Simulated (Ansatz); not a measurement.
A computed series for SiO2: pressure series

The reference is SiO$_{2}$ in the rutile structure (space group P4_2/mnm, No. 136; a = 4.185 Å, c = 2.669 Å).

Cell and atoms are relaxed at each pressure.

Method: Ansatz (a program for electronic structure) r2SCAN, scalar-relativistic without spin-orbit coupling.

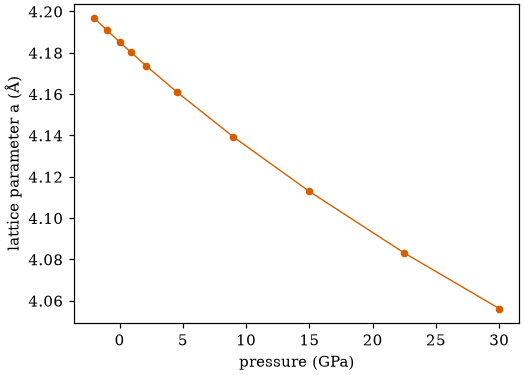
Fig. 1. Lattice parameter a against pressure

Question: From the plot, what is the lattice parameter a for pressure 9 GPa?

Answer: About 4.14 Å.

Question: Is the trend monotonic over the range shown?

Answer: Yes, it falls throughout, spanning 4.056 Å to 4.197 Å.

Load acts through the strain it causes; cell and atoms are relaxed under it. No phonon test of stability was made. Competing high-pressure phases were not computed.
